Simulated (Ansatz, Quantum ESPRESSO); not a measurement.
# From contact to tunnelling: vacuum gaps between two Pb(100) faces, part 3 of 5

How fast does transmission decay with width? The series: vacuum gaps between two Pb(100) faces.

Quantum ESPRESSO 7.5; plane-wave DFT, LDA, GBRV ultrasoft pseudopotentials; cross-check by Ansatz 0.2.0 with PAW datasets.

So far. Step 2 (SCF with pw.x, 5 Å): The run needed 11 iterations to bring the estimated error under 1e-07 Ry; the largest force on any atom, held or free, is 0.37 eV/Å.

**4. Cross-check with Ansatz, 5 Å**

As a check, the same structure is run in Ansatz.

Level of this step: plane-wave DFT, LDA, Ansatz PAW (Ansatz 0.2.0).

input.yaml reads:

```yaml
crystal:
  lattice:
    - [3.5567471094, 0.0, 0.0]
    - [0.0, 3.5567471094, 0.0]
    - [0.0, 0.0, 32.665]
  atoms:
    - { symbol: Pb, position: [0.0, 0.0, 0.0] }
    - { symbol: Pb, position: [0.5, 0.5, 0.0769937242] }
    - { symbol: Pb, position: [0.0, 0.0, 0.1539874483] }
    - { symbol: Pb, position: [0.5, 0.5, 0.2309811725] }
    - { symbol: Pb, position: [0.0, 0.0, 0.3079748967] }
    - { symbol: Pb, position: [0.5, 0.5, 0.3849686208] }
    - { symbol: Pb, position: [0.0, 0.0, 0.538037655] }
    - { symbol: Pb, position: [0.5, 0.5, 0.6150313792] }
    - { symbol: Pb, position: [0.0, 0.0, 0.6920251033] }
    - { symbol: Pb, position: [0.5, 0.5, 0.7690188275] }
    - { symbol: Pb, position: [0.0, 0.0, 0.8460125517] }
    - { symbol: Pb, position: [0.5, 0.5, 0.9230062758] }
kpoints:
  mp_grid: { grid: [7, 7, 1] }
hamiltonian:
  xc: lda
scf:
  occupations: { method: fermi_dirac, width: 0.1 }
  convergence: { dr2_threshold: 1.0e-08 }
output:
  transmission: { leads: [[0, 2]], e_range: [-0.4, 0.4], de: 0.4, kmesh: [8, 8] }
  write_potential: true
  write_density: true
  volumetric_format: npy
```

The run is started by

```bash
$ ansatz run input.yaml --threads 4 --pin off --max-ram 8192MiB --backend cpu --events-out ev --progress --plain --runs-dir out
```

Numbers of over 12 decimals in the logs are rounded to 6 here.

The program printed:

```text
Engine: ansatz 0.2.0, aarch64-unknown-linux-gnu
Pseudopotentials: kind: paw
Pseudopotential: Pb, paw, valence charge 14, recommended cutoff 420 eV (normal), Pb.paw.azcp
Functional definition: SPW92
  exchange = slater_x
  correlation = pw_c
Crystal: 12 atoms, lattice volume = 413.227 Å³
Basis set: ecut = 420 eV, 8065 PW (Γ)
Bands: 101, of which v1, the nominal top of the filled ones, is band 84 counted from 1 (83 counted from 0)
Symmetry: 16 space group operations
Space group: P4/nmm (ITA 129), of the structure as read, at distance tolerance 7.4e-5 Å
k-points: 10 of 49
Non-local potential: Pb, projectors of the file, l = 0: 2, l = 1: 2, l = 2: 2, l = 3: 2
PAW form: soft (Blöchl's): semilocal exchange-correlation on the pseudo side does not see the compensation charge
PAW frozen core: Pb, regenerated for the run's functional, and the local potential with it (the file was generated under x = pbe(κ = 0.804, μ = 0.219515), c = pbe(β = 0.066725))
PAW one-centre angular grid: Pb, 590 points (default); XC on 64 Gauss nodes
Initial density: superposition of atomic densities (neutral atoms: chi_scale 0, normalization atom), corrected by the library's trained network
Initial wavefunctions: pseudopotential atomic-orbital guess
Functional: x = slater, c = lda
SCF iter   1: F=—  HF=-139227.143544 eV  |F-HF|=—  |Δ(HF+E_count)|=         —  Δρ=4.65e-3  dr2=2.74e-1  ethr=1.77e-3  ⟨swp⟩=7.2  Hψ=4121  notcnv=0  defer=4
preconditioner: auto → LDOS  [metal: Δε(μ)=0.055 eV  Ē_g=15.719 eV  σ=0.100 eV  W_gap=0.14  n_scr=92 (ndim 8)  ℏωp=23.7 eV  f_vac=0.056  D(μ)=7.54/eV (n_scr^D=38)  β→1.0]
SCF iter   2: F=—  HF=-139227.134761 eV  |F-HF|=—  |Δ(HF+E_count)|=   8.78e-3  Δρ=2.14e-3  dr2=1.71e-2  ethr=1.63e-4  ⟨swp⟩=2.2  Hψ=1994  notcnv=0  defer=11
SCF iter   3: F=—  HF=-139227.127933 eV  |F-HF|=—  |Δ(HF+E_count)|=   6.83e-3  Δρ=6.69e-4  dr2=2.36e-3  ethr=1.02e-5  ⟨swp⟩=2.0  Hψ=1816  notcnv=0  defer=11
SCF iter   4: F=—  HF=-139227.127371 eV  |F-HF|=—  |Δ(HF+E_count)|=   5.62e-4  Δρ=1.31e-4  dr2=1.77e-4  ethr=1.40e-6  ⟨swp⟩=2.6  Hψ=1829  notcnv=0  defer=11
SCF iter   5: F=—  HF=-139227.127348 eV  |F-HF|=—  |Δ(HF+E_count)|=   2.27e-5  Δρ=5.71e-5  dr2=2.58e-5  ethr=1.05e-7  ⟨swp⟩=2.0  Hψ=1801  notcnv=0  defer=11
SCF iter   6: F=—  HF=-139227.127328 eV  |F-HF|=—  |Δ(HF+E_count)|=   2.05e-5  Δρ=9.90e-6  dr2=1.80e-6  ethr=1.54e-8  ⟨swp⟩=2.0  Hψ=1818  notcnv=0  defer=11
SCF iter   7: F=—  HF=-139227.127301 eV  |F-HF|=—  |Δ(HF+E_count)|=   2.71e-5  Δρ=2.16e-6  dr2=5.71e-8  ethr=1.07e-9  ⟨swp⟩=2.8  Hψ=1703  notcnv=0  defer=11
SCF iter   8: F=-139227.127301 eV  HF=-139227.127301 eV  |F-HF|=3.96e-9  |Δ(HF+E_count)|=   7.57e-9  Δρ=7.93e-7  dr2=5.28e-9  ethr=5.95e-12  ⟨swp⟩=8.6  Hψ=4197  notcnv=0
SCF 1 converged in 8 iterations: F = -139227.127301 eV  dr2 = 5.28e-9
  greatest PAW one-centre occupation: 0.979 electrons in one spin orbital (limit 2), on the Pb atom at site 6 (counted from 0), in its partial waves of l = 2
transmission: 62 of 615 steps passed
transmission: 124 of 615 steps passed
[...]
transmission: 615 of 615 steps passed
SCF converged after 8 iterations
Free energy (F): -139227.127301 eV
Harris-Foulkes:  -139227.127301 eV  (|F-HF|=3.96e-9)
Internal energy: -139226.885530 eV  (E = F + TS)
E sigma→0 (E₀):  -139227.006415 eV
Entropy (-TS):   -0.241770 eV (-20.148 meV/atom)
Fermi energy:    8.861542 eV
--- Per-component energies (eV) ---
  E_band       = -779.574604
  E_kinetic    = 3463.765628
  E_local      = -19393.933134  (includes V_loc(G=0)·N_el)
  E_nonlocal   = 4243.123298
  E_hartree    = 8269.530528
  E_xc         = -2625.495878
  E_vxc        = -1596.802131  (∫ρ·V_xc dr)
  E_paw        = -121227.541661  (= ΣΔE_a)
  E_vpaw       = -4034.797000  (= ΣTr[D̂ρ^β])
  E_aug_tail   = 0.000538  (compensation charges beyond the density's cutoff)
  E_ewald      = -11955.402285
  E_core_change = -0.932563  (= ΣΔE_core)
  E_smearing   = -0.241770  (= −TS)
  E_closure    = -0.000000  (closes the sum)
  Σ components = -139227.127301   (vs F -139227.127301, Δ=0.00e0)
--- Band table (eV; the first three rows and the last of 10) ---
  k-point 0: bands = [... 80 lower, 10.8466, 10.9772, 10.9772, 11.2128, 11.2128, 11.5483, 11.5483, 11.9453, ... 13 higher]
  k-point 1: bands = [... 80 lower, 9.5000, 9.9125, 10.2158, 10.5674, 10.6038, 11.1354, 11.2531, 11.2607, ... 13 higher]
  k-point 2: bands = [... 80 lower, 8.0139, 8.1899, 8.7062, 8.8396, 9.3837, 9.8069, 10.3622, 10.5610, ... 13 higher]
  k-point 9: bands = [... 80 lower, 7.0353, 7.0532, 7.2440, 7.4955, 7.5328, 7.8398, 8.0404, 8.2128, ... 13 higher]
--- Transmission ---
  basis      : 109 plane waves across, 41 finite elements along
  points     : 15, standing for a mesh of 8 x 8
  energies   : 3 from -0.400000 to 0.400000 eV about the Fermi level, 0.400000 eV apart; the leads are filled to 0.000000 eV, and channels, transmission and decay are at 0.000000 eV
  crystal 0  : Pb2, at the sites [0, 2], period 5.0300 Å, over 30.18 Å; its Hamiltonian steps by up to 49.3 meV: too much for a lead, lay more layers or, if its atoms are ordered, name the step of that order
    offset         : up to 0.0000 Å between an atom of the period and one for which it stands
    channels       : 1.546875e0 a spin
    conductance    : none, the energies end too early or step too widely for 300 K: set another output.transmission.e_range or a lower de, or, where they end at an eighth of basis.ecutwfc, a higher one
    slowest decay  : 0.0730 /Å at (0.5000, 0.0000)
  junction   : crystal 0 to crystal 0, -0.56 to 27.08 Å
    transmission   : 1.832888e-1 a spin
    conductance    : none, the energies end too early or step too widely for 300 K: set another output.transmission.e_range or a lower de, or, where they end at an eighth of basis.ecutwfc, a higher one
```

It took 25 s on 4 threads of Arm Neoverse V1, shared host; peak memory 1.2 GiB.

This step gave:

- free energy: -139227.1273 eV
- energy at zero smearing: -139227.0064 eV
- smearing term TS: 0.2418 eV
- Fermi energy: 8.862 eV
- symmetry operations: 16
- transmission at the Fermi level, one spin: 0.1833
- step of the lead's Hamiltonian over a period: 49.3 meV

Per spin; mean over the k mesh across the current. The transmission, zone mean by energy, zero at the Fermi level:

```
energy (eV)  transmission, zone mean
     -0.400                    0.164
      0.000                    0.183
      0.400                    0.291
```

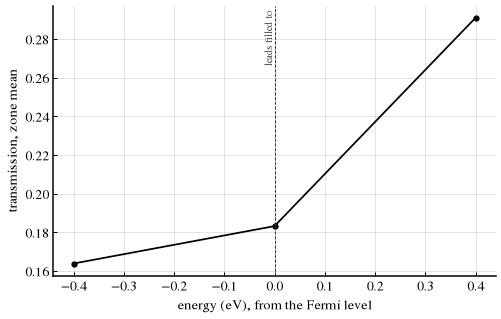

Transmission, zone mean against energy.

Per spin; mean over the k mesh across the current. The open channels, zone mean by energy, zero at the Fermi level:

```
energy (eV)  open channels, zone mean
     -0.400                      1.67
      0.000                      1.55
      0.400                      1.52
```

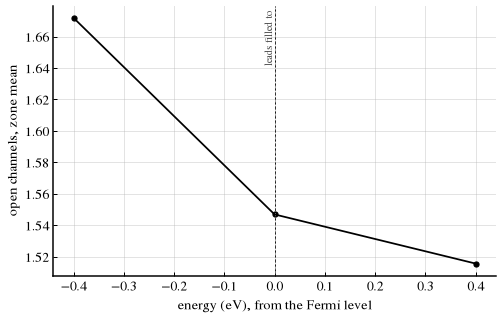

Open channels, zone mean against energy.

Ansatz finds T = 0.183 against pwcond's 0.182.

**5. Self-consistent run, 6 Å**

Level of this step: plane-wave DFT, LDA, GBRV ultrasoft pseudopotentials (Quantum ESPRESSO 7.5).

j1.scf.in reads:

```
&control
  prefix = 'j1.scf'
  outdir = './out'
  pseudo_dir = './pseudo'
  calculation = 'scf'
  tprnfor = .true.
/
&system
  ibrav = 0
  nat = 12
  ntyp = 1
  ecutwfc = 40
  ecutrho = 200
  occupations = 'smearing'
  smearing = 'mv'
  degauss = 0.01
/
&electrons
  conv_thr = 1e-07
  mixing_beta = 0.25
  electron_maxstep = 120
  mixing_mode = 'local-TF'
/
ATOMIC_SPECIES
  Pb  207.2000  pb_lda_v1.uspp.F.UPF
CELL_PARAMETERS angstrom
  3.55674710936833 0.00000000000000 0.00000000000000
  0.00000000000000 3.55674710936833 0.00000000000000
  0.00000000000000 0.00000000000000 33.66500000000000
ATOMIC_POSITIONS crystal
  Pb  0.000000000000 0.000000000000 0.000000000000
  Pb  0.500000000000 0.500000000000 0.074706668647
  Pb  0.000000000000 0.000000000000 0.149413337294
  Pb  0.500000000000 0.500000000000 0.224120005941
  Pb  0.000000000000 0.000000000000 0.298826674588
  Pb  0.500000000000 0.500000000000 0.373533343235
  Pb  0.000000000000 0.000000000000 0.551759988118
  Pb  0.500000000000 0.500000000000 0.626466656765
  Pb  0.000000000000 0.000000000000 0.701173325412
  Pb  0.500000000000 0.500000000000 0.775879994059
  Pb  0.000000000000 0.000000000000 0.850586662706
  Pb  0.500000000000 0.500000000000 0.925293331353
K_POINTS automatic
  7 7 1 0 0 0
```

The run is started by

```bash
$ OMP_NUM_THREADS=1 mpirun -n 4 pw.x -nk 2 -in j1.scf.in > j1.scf.out
```

The program printed:

```text
[banner, memory and clock lines left out]
Program PWSCF v.7.5 starts
[...]
Message from routine setup:
[...]
number of electrons       =       168.00
     number of Kohn-Sham states=          101
     kinetic-energy cutoff     =      40.0000  Ry
     charge density cutoff     =     200.0000  Ry
[...]
number of k points=    10  Marzari-Vanderbilt smearing, width (Ry)=  0.0100
[...]
Dense  grid:   137219 G-vectors     FFT dimensions: (  32,  32, 288)
[...]
negative rho (up, down):  1.822E-01 0.000E+00
     Starting wfcs are  108 randomized atomic wfcs
[...]
negative rho (up, down):  1.816E-01 0.000E+00
[...]
estimated scf accuracy    <       0.23214152 Ry
[...]
negative rho (up, down):  1.798E-01 0.000E+00
[...]
estimated scf accuracy    <       0.16786588 Ry
[...]
negative rho (up, down):  1.817E-01 0.000E+00
[...]
estimated scf accuracy    <       0.00187497 Ry
[...]
negative rho (up, down):  1.842E-01 0.000E+00
[...]
estimated scf accuracy    <       0.00168973 Ry
[...]
negative rho (up, down):  1.848E-01 0.000E+00
[...]
estimated scf accuracy    <       0.00024015 Ry
[...]
negative rho (up, down):  1.843E-01 0.000E+00
[...]
estimated scf accuracy    <       0.00016180 Ry
[...]
negative rho (up, down):  1.843E-01 0.000E+00
[...]
estimated scf accuracy    <       0.00004118 Ry
[...]
negative rho (up, down):  1.845E-01 0.000E+00
[...]
estimated scf accuracy    <       0.00000383 Ry
[...]
negative rho (up, down):  1.846E-01 0.000E+00
[...]
estimated scf accuracy    <       0.00000025 Ry
[...]
negative rho (up, down):  1.846E-01 0.000E+00
[...]
the Fermi energy is     8.7374 ev
!    total energy              =   -1968.25746595 Ry
     estimated scf accuracy    <       0.00000003 Ry
     smearing contrib. (-TS)   =      -0.00031615 Ry
     internal energy E=F+TS    =   -1968.25714979 Ry
[...]
one-electron contribution =   -1333.14135844 Ry
     hartree contribution      =     781.03258176 Ry
     xc contribution           =    -756.88736328 Ry
     ewald contribution        =    -659.26100982 Ry
     convergence has been achieved in  10 iterations
     negative rho (up, down):  1.846E-01 0.000E+00
[...]
Total force =     0.031421     Total SCF correction =     0.000792
[...]
```

The job ended after 2.1 min (4 MPI ranks; peak memory 0.83 GiB).

This step gave:

- free energy: -26779.5071 eV
- Fermi energy: 8.737 eV

**6. Transmission with pwcond.x, 6 Å**

j1.cond.in reads:

```
&inputcond
  outdir = './out'
  prefixt = 'j1.scf'
  tran_file = 'j1.cond.dat'
  bdl = 1.4142135624
  bds = 9.4651092599
  ikind = 1
  ewind = 4.0
  epsproj = 1e-05
  nz1 = 7
  energy0 = 0.4
  denergy = -0.4
/
15
  0.00000000 0.00000000 0.01562500
  0.00000000 0.12500000 0.06250000
  0.00000000 0.25000000 0.06250000
  0.00000000 0.37500000 0.06250000
  0.00000000 0.50000000 0.03125000
  0.12500000 0.12500000 0.06250000
  0.12500000 0.25000000 0.12500000
  0.12500000 0.37500000 0.12500000
  0.12500000 0.50000000 0.06250000
  0.25000000 0.25000000 0.06250000
  0.25000000 0.37500000 0.12500000
  0.25000000 0.50000000 0.06250000
  0.37500000 0.37500000 0.06250000
  0.37500000 0.50000000 0.06250000
  0.50000000 0.50000000 0.01562500
3
```

The run is started by

```bash
$ OMP_NUM_THREADS=1 mpirun -n 4 pwcond.x -in j1.cond.in > j1.cond.out
```

The program printed:

```text
[banner, memory and clock lines left out]
Program PWCOND v.7.5 starts
[citation notice left out]

[...]
./out/j1.scf.save/

[...]
negative rho (up, down):  1.846E-01 0.000E+00
     Reading collected, re-writing distributed wavefunctions

===== INPUT FILE containing all the regions =====

     GEOMETRY:

     lattice parameter (alat)  =       6.7213  a.u.
     the volume                =    2873.9631 (a.u.)^3
     the cross section         =      45.1756 (a.u.)^2
     l of the unit cell        =       9.4651 (alat)
[...]
-0.3816695  -0.0000149  -0.4000000
 Left moving states:
   k1(2pi/a)   k2(2pi/a)   E-Ef (eV)
   0.3816695  -0.0000149  -0.4000000
   0.3816695  -0.0000149  -0.4000000

 to transmit
 Band j to band i transmissions and reflections:
    j         i     |T_ij|^2    |R_ij|^2

    1 -->     1     0.00039     0.32543
    1 -->     2     0.00000     0.67418
   Total T_j, R_j =    0.00039  0.99961

    2 -->     1     0.00000     0.67418
    2 -->     2     0.00039     0.32543
   Total T_j, R_j =    0.00039  0.99961

E-Ef(ev), T(x2 spins) =   -0.4000000   0.0015524
   T_tot     0.40000      0.16841E+00
   T_tot     0.00000      0.73188E-01
   T_tot    -0.40000      0.63885E-01

[...]
```

Elapsed: 1.7 min, on 4 MPI ranks; peak memory 0.37 GiB; 6.7 min of CPU time.

This step gave:

- transmission at the Fermi level, one spin: 0.03659
- conductance: 0.03659 G₀

Per spin; mean over the k mesh across the current. Table of transmission, zone mean by energy, zero at the Fermi level:

```
energy (eV)  transmission, zone mean
     -0.400                   0.0319
      0.000                   0.0366
      0.400                   0.0842
```

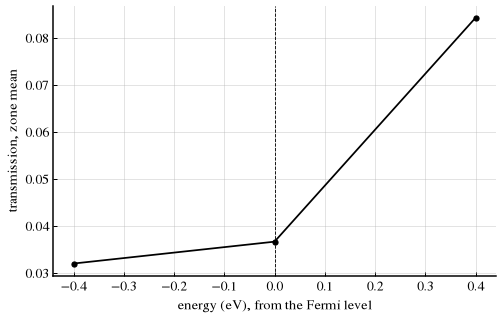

Transmission, zone mean, plotted against energy.

T goes from 0.182 to 0.0366, a factor of 5.0.

**7. The same in Ansatz, 6 Å**

Level of this step: plane-wave DFT, LDA, Ansatz PAW (Ansatz 0.2.0).

input.yaml reads:

```yaml
crystal:
  lattice:
    - [3.5567471094, 0.0, 0.0]
    - [0.0, 3.5567471094, 0.0]
    - [0.0, 0.0, 33.665]
  atoms:
    - { symbol: Pb, position: [0.0, 0.0, 0.0] }
    - { symbol: Pb, position: [0.5, 0.5, 0.0747066686] }
    - { symbol: Pb, position: [0.0, 0.0, 0.1494133373] }
    - { symbol: Pb, position: [0.5, 0.5, 0.2241200059] }
    - { symbol: Pb, position: [0.0, 0.0, 0.2988266746] }
    - { symbol: Pb, position: [0.5, 0.5, 0.3735333432] }
    - { symbol: Pb, position: [0.0, 0.0, 0.5517599881] }
    - { symbol: Pb, position: [0.5, 0.5, 0.6264666568] }
    - { symbol: Pb, position: [0.0, 0.0, 0.7011733254] }
    - { symbol: Pb, position: [0.5, 0.5, 0.7758799941] }
    - { symbol: Pb, position: [0.0, 0.0, 0.8505866627] }
    - { symbol: Pb, position: [0.5, 0.5, 0.9252933314] }
kpoints:
  mp_grid: { grid: [7, 7, 1] }
hamiltonian:
  xc: lda
scf:
  occupations: { method: fermi_dirac, width: 0.1 }
  convergence: { dr2_threshold: 1.0e-08 }
output:
  transmission: { leads: [[0, 2]], e_range: [-0.4, 0.4], de: 0.4, kmesh: [8, 8] }
  write_potential: true
  write_density: true
  volumetric_format: npy
  elf: true
```

The run is started by

```bash
$ ansatz run input.yaml --threads 4 --pin off --max-ram 8192MiB --backend cpu --events-out ev --progress --plain --runs-dir out
```

The program printed:

```text
[...]
Crystal: 12 atoms, lattice volume = 425.877 Å³
Basis set: ecut = 420 eV, 8277 PW (Γ)
Bands: 101, of which v1, the nominal top of the filled ones, is band 84 counted from 1 (83 counted from 0)
Symmetry: 16 space group operations
[...]
k-points: 10 of 49
[...]
k-point 9: bands = [... 80 lower, 6.6594, 6.6818, 6.8646, 7.1203, 7.1466, 7.4541, 7.6709, 7.8494, ... 13 higher]
--- Transmission ---
  basis      : 109 plane waves across, 43 finite elements along
  points     : 15, standing for a mesh of 8 x 8
[...]
channels       : 1.546875e0 a spin
[...]
slowest decay  : 0.0727 /Å at (0.5000, 0.0000)
  junction   : crystal 0 to crystal 0, -0.56 to 28.08 Å
    transmission   : 3.665866e-2 a spin
[...]
[key lines of the parts left out:]
SCF converged after 8 iterations
Free energy (F): -139227.068068 eV
Fermi energy:    8.490113 eV
```

Elapsed: 25 s, on 4 threads; peak memory 1.2 GiB.

This step gave:

| Quantity | Value |
| --- | --- |
| free energy | -139227.0681 eV |
| energy at zero smearing | -139226.9474 eV |
| smearing term TS | 0.2413 eV |
| Fermi energy | 8.490 eV |
| transmission at the Fermi level, one spin | 0.03666 |
| step of the lead's Hamiltonian over a period | 55 meV |

Per spin; mean over the k mesh across the current. Transmission, zone mean against energy, zero at the Fermi level:

```
energy (eV)  transmission, zone mean
     -0.400                   0.0319
      0.000                   0.0367
      0.400                   0.0816
```

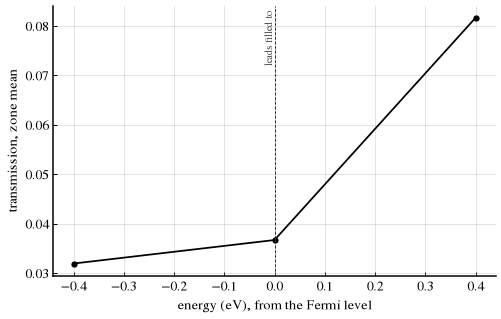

Transmission, zone mean, plotted against energy.

Ansatz finds T = 0.0367 against pwcond's 0.0366.

**8. SCF with pw.x, 7 Å**

Level of this step: plane-wave DFT, LDA, GBRV ultrasoft pseudopotentials (Quantum ESPRESSO 7.5).

j2.scf.in reads:

```
&control
  prefix = 'j2.scf'
  outdir = './out'
  pseudo_dir = './pseudo'
  calculation = 'scf'
  tprnfor = .true.
/
&system
  ibrav = 0
  nat = 12
  ntyp = 1
  ecutwfc = 40
  ecutrho = 200
  occupations = 'smearing'
  smearing = 'mv'
  degauss = 0.01
/
&electrons
  conv_thr = 1e-07
  mixing_beta = 0.25
  electron_maxstep = 120
  mixing_mode = 'local-TF'
/
ATOMIC_SPECIES
  Pb  207.2000  pb_lda_v1.uspp.F.UPF
CELL_PARAMETERS angstrom
  3.55674710936833 0.00000000000000 0.00000000000000
  0.00000000000000 3.55674710936833 0.00000000000000
  0.00000000000000 0.00000000000000 34.66500000000000
ATOMIC_POSITIONS crystal
  Pb  0.000000000000 0.000000000000 0.000000000000
  Pb  0.500000000000 0.500000000000 0.072551564979
  Pb  0.000000000000 0.000000000000 0.145103129958
  Pb  0.500000000000 0.500000000000 0.217654694937
  Pb  0.000000000000 0.000000000000 0.290206259916
  Pb  0.500000000000 0.500000000000 0.362757824895
  Pb  0.000000000000 0.000000000000 0.564690610125
  Pb  0.500000000000 0.500000000000 0.637242175105
  Pb  0.000000000000 0.000000000000 0.709793740084
  Pb  0.500000000000 0.500000000000 0.782345305063
  Pb  0.000000000000 0.000000000000 0.854896870042
  Pb  0.500000000000 0.500000000000 0.927448435021
K_POINTS automatic
  7 7 1 0 0 0
```

The run is started by

```bash
$ OMP_NUM_THREADS=1 mpirun -n 4 pw.x -nk 2 -in j2.scf.in > j2.scf.out
```

The program printed:

```text
[banner, memory and clock lines left out]
Program PWSCF v.7.5 starts
[...]
Message from routine setup:
[...]
number of electrons       =       168.00
     number of Kohn-Sham states=          101
     kinetic-energy cutoff     =      40.0000  Ry
     charge density cutoff     =     200.0000  Ry
[...]
number of k points=    10  Marzari-Vanderbilt smearing, width (Ry)=  0.0100
[...]
Dense  grid:   141227 G-vectors     FFT dimensions: (  32,  32, 300)
[...]
negative rho (up, down):  1.838E-01 0.000E+00
     Starting wfcs are  108 randomized atomic wfcs
[...]
negative rho (up, down):  1.832E-01 0.000E+00
[...]
estimated scf accuracy    <       0.23978079 Ry
[...]
negative rho (up, down):  1.816E-01 0.000E+00
[...]
estimated scf accuracy    <       0.17535719 Ry
[...]
negative rho (up, down):  1.838E-01 0.000E+00
[...]
estimated scf accuracy    <       0.00243426 Ry
[...]
negative rho (up, down):  1.871E-01 0.000E+00
[...]
estimated scf accuracy    <       0.00259805 Ry
[...]
negative rho (up, down):  1.870E-01 0.000E+00
[...]
estimated scf accuracy    <       0.00032418 Ry
[...]
negative rho (up, down):  1.860E-01 0.000E+00
[...]
estimated scf accuracy    <       0.00036855 Ry
[...]
negative rho (up, down):  1.862E-01 0.000E+00
[...]
estimated scf accuracy    <       0.00002050 Ry
[...]
negative rho (up, down):  1.865E-01 0.000E+00
[...]
estimated scf accuracy    <       0.00000728 Ry
[...]
negative rho (up, down):  1.866E-01 0.000E+00
[...]
estimated scf accuracy    <       0.00000091 Ry
[...]
negative rho (up, down):  1.865E-01 0.000E+00
[...]
the Fermi energy is     8.3773 ev
!    total energy              =   -1968.25645309 Ry
     estimated scf accuracy    <       0.00000009 Ry
     smearing contrib. (-TS)   =      -0.00027291 Ry
     internal energy E=F+TS    =   -1968.25618017 Ry
[...]
one-electron contribution =   -1884.82467705 Ry
     hartree contribution      =    1054.62429263 Ry
     xc contribution           =    -756.88944350 Ry
     ewald contribution        =    -381.16635226 Ry
     convergence has been achieved in  10 iterations
     negative rho (up, down):  1.865E-01 0.000E+00
[...]
Total force =     0.033340     Total SCF correction =     0.001294
[...]
```

Elapsed: 2.1 min, on 4 MPI ranks; peak memory 1 GiB.

Numbers from this step:

- free energy: -26779.4933 eV
- Fermi energy: 8.377 eV

[end of part 3 of 5]

[Logs are printed without paths, hosts, clocks, repeated set-up lines and the standing remarks that a program may print on its own settings, such as how far it seeks lower states.]

[Hosts, paths, dates, database ids (printed as entryN), source tags and the programs' standing remarks are cut or masked in the printed files.]

[Maps of the electrostatic potential energy from Ansatz leave out the sawtooth potential of an applied field or a dipole correction, so their vacuum need not be flat; planar profiles and work functions include it.]
